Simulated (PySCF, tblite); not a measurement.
**C₈H₇Si radical: geometry, infrared bands and EPR parameters**

Wanted: the infrared bands and EPR parameters of C₈H₇Si radical (`C#C[SiH2]c1c[c]ccc1`), by calculation.

Programs: tblite 0.8.0 and PySCF 2.14.0, with density-fitted response routines of our own. Each step states its level of theory. These are calculated values for one molecule in the gas phase, unless marked as measured. Atoms count from 0, in the outputs and in this text.

## (1) Starting geometry

16 atoms, charge 0, multiplicity 2; geometry from: force field or distance geometry start.

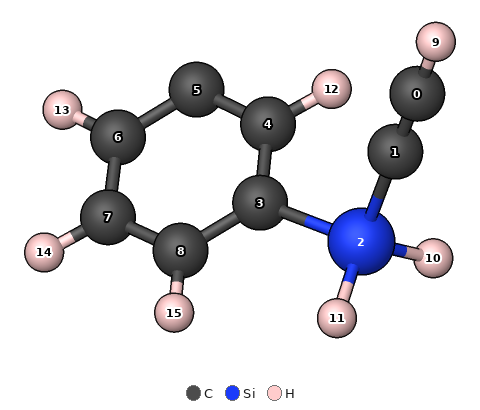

As it starts; carbon dark grey, silicon blue, hydrogen pink, atoms numbered.

## (2) Relaxing the molecule with GFN2-xTB

Job settings and geometry (Å):

```
{"job": {"kind": "relax", "xc": "GFN2-xTB", "basis": "xTB"}, "charge": 0, "multiplicity": 2}
C      2.900200     2.212700    -0.845000
C      2.478200     1.179700    -0.399200
Si     1.841800    -0.397900     0.306200
C     -0.002600    -0.395900     0.117200
C     -0.493500    -0.262900    -1.160700
C     -1.856300    -0.255600    -1.413700
C     -2.685500    -0.391200    -0.330200
C     -2.218300    -0.533100     0.977800
C     -0.854500    -0.545000     1.199800
H      3.251100     3.122700    -1.248500
H      2.401100    -1.522900    -0.431100
H      2.161900    -0.374300     1.725400
H      0.208000    -0.152800    -1.981400
H     -3.751000    -0.388100    -0.538700
H     -2.919900    -0.636100     1.800400
H     -0.468300    -0.650300     2.210100
```

Launch:

```bash
$ OMP_NUM_THREADS=1 python probes_run.py task.json out
```

This one command runs all jobs of the session in turn.

**Question.** This job is followed by: GFN2-xTB harmonic vibrations, gas phase; UKS B3LYP, pcH-1 on C H Si, non-relativistic, mean-field spin-orbit, GIAO. Predict these results of the whole session: strongest single infrared mode (GFN2-xTB); zero-point energy (GFN2-xTB); g(iso) (B3LYP); ⟨S²⟩; largest a(iso) (averaged by class); surface potential, least and greatest.

The runs gave:

| quantity | value |
| --- | --- |
| strongest single infrared mode (GFN2-xTB) | 729 cm⁻¹, 391 km/mol |
| zero-point energy (GFN2-xTB) | 68.5 kcal/mol |
| g(iso) (B3LYP) | 2.00225 |
| ⟨S²⟩ | 0.757 (exact 0.75) |
| largest a(iso) (averaged by class) | 13C on C5, 391.7 MHz |
| surface potential, least and greatest | -0.75 V and 1.42 V |

The optimisation took 34 steps and gained 0.182 eV; among the close pairs (by a distance rule), Si2–C3 changed most, from 1.854 to 1.892 Å. The lowest mode is slightly imaginary (6i cm⁻¹), a soft motion within the noise of the Hessian, so the minimum is not strictly shown. The strongest single mode, at 729 cm⁻¹, has its largest shares on Si2, H11 and H10 (the list is cut at 3 atoms). Unscaled tight-binding wavenumbers are off by several per cent, some by more. Its intensities can rank the bands wrongly. Most of the unpaired spin sits on C5 (1.00 e). The isotropic g lies 0.1 ppt below the free-electron value.
